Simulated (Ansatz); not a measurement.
## Electronic structure of Cl2GaH···H2 in real space

Input

```
crystal:
  periodic: [false, false, false]
  atoms:
    - { symbol: Ga, position_ang: [-0.00565, 0.218577, 0.059982] }
    - { symbol: Cl, position_ang: [-0.102801, 0.492264, 2.257754] }
    - { symbol: H, position_ang: [1.353642, 0.046484, -0.678889] }
    - { symbol: Cl, position_ang: [-1.90256, 0.332827, -0.9505] }
    - { symbol: H, position_ang: [-0.187311, -2.436157, 0.826667] }
    - { symbol: H, position_ang: [-0.178821, -1.908796, 1.323386] }
basis:
  gaussian: { orbitals: def2-SVP }
hamiltonian:
  xc: pbe
relax:
  f_tol: 0.03
  max_steps: 50
output:
  orbitals: {}
```

Command:

```sh
ansatz run input.yaml --threads 1 --pin off --max-ram 2048MiB --backend cpu --events-out ev --progress --plain --runs-dir out
```

The fields are those of the run's last geometry, not of the input's.

Method: RKS PBE/def2-SVP in Ansatz 0.2.0.

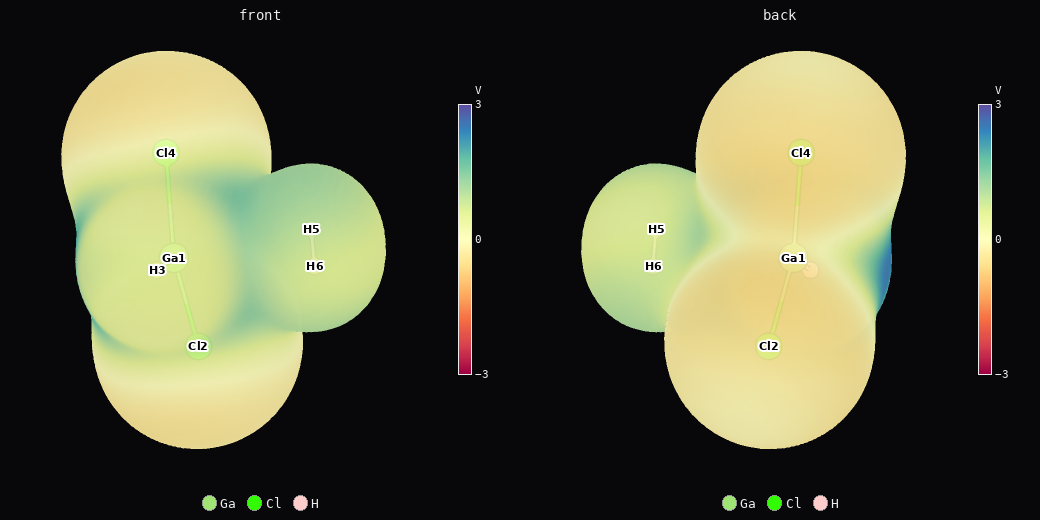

Figure 1. The molecular electrostatic potential painted on the density surface at 0.002 e/bohr³, seen from the front and from behind; the colour scale runs from red (negative) to blue (positive).

Question: Where is the surface potential most negative and most positive?

Answer: The most negative region (about −0.6 V) lies over Cl2 and Cl4, the most positive (about +2.4 V) over Ga1.

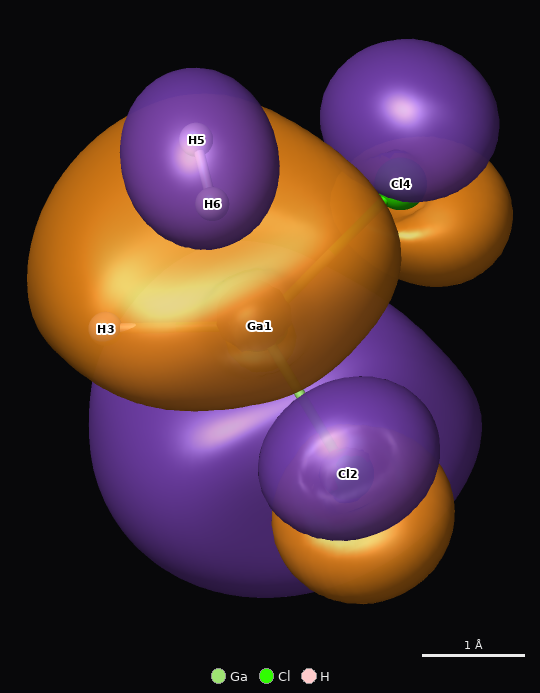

Figure 2. The LUMO at ±0.06 Å⁻³ᐟ² (orange and purple are the two phases), seen at an oblique angle.

Question: Where does this orbital lie, and at what energy?

Answer: It lies mainly on Ga1 (about 70 %), Cl4 (about 10 %) and Cl2 (about 10 %). Its energy is −1.97 eV.

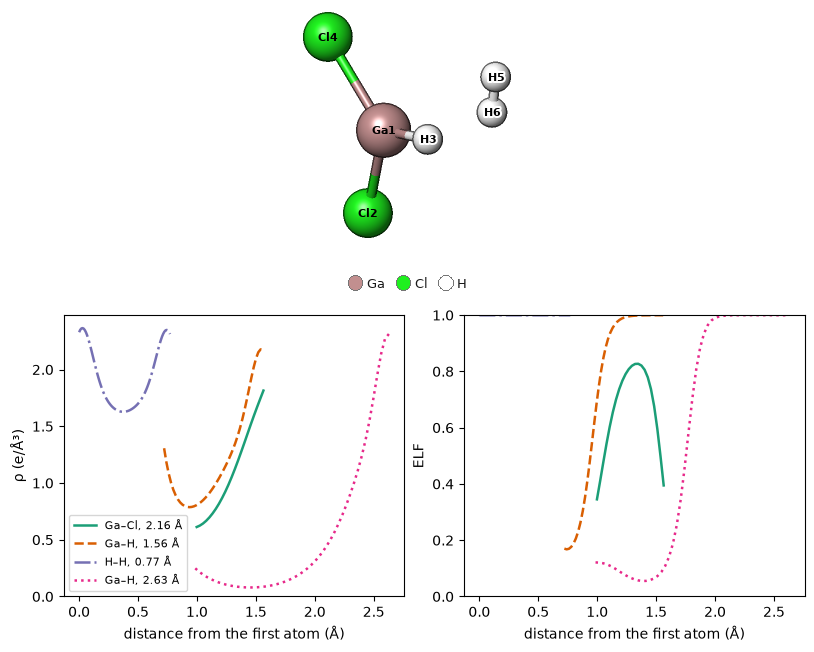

Figure 3. Electron density and electron localisation function along straight lines between neighbouring atoms. The curves leave out the atomic cores. The structure is drawn too.

Question: What can be read from the curves?

Answer: Ga–Cl (2.16 Å): the density is about 0.67 e/Å³ at the midpoint; the ELF peaks at about 0.85 in the valence shell of Cl, 0.8 Å from its nucleus, and is about 0.55 at the midpoint.
Ga–H (1.56 Å): ρ at the midpoint is about 1 e/Å³; the ELF climbs to about 1 towards the hydrogen.
H–H (0.77 Å): ρ is about 1.6 e/Å³ halfway; the ELF peaks at about 1 between the atoms.
Ga1···H6 (2.63 Å): the density falls to about 0.08 e/Å³ on the way; the ELF dips to about 0.05 between them.

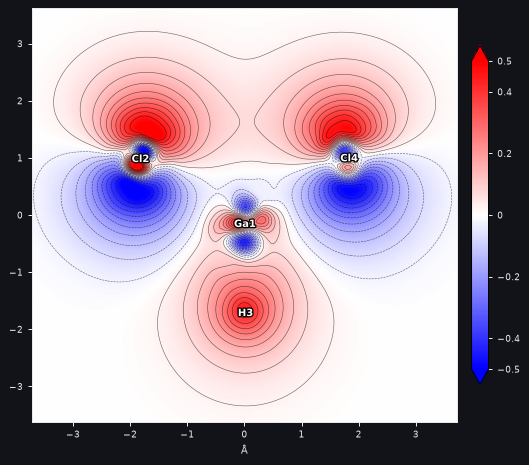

Figure 4. The HOMO−1 on the plane of atoms Cl2, Ga1 and H3 (values in Å⁻³ᐟ²; the overall sign is arbitrary).

Question: Describe this orbital and give its energy.

Answer: Its weight (Hirshfeld) is mainly on Cl2 (about 45 %), Cl4 (about 35 %), Ga1 (about 10 %) and H3 (about 10 %); largely a combination of lone pairs on Cl2 and Cl4. Its energy is −7.53 eV.
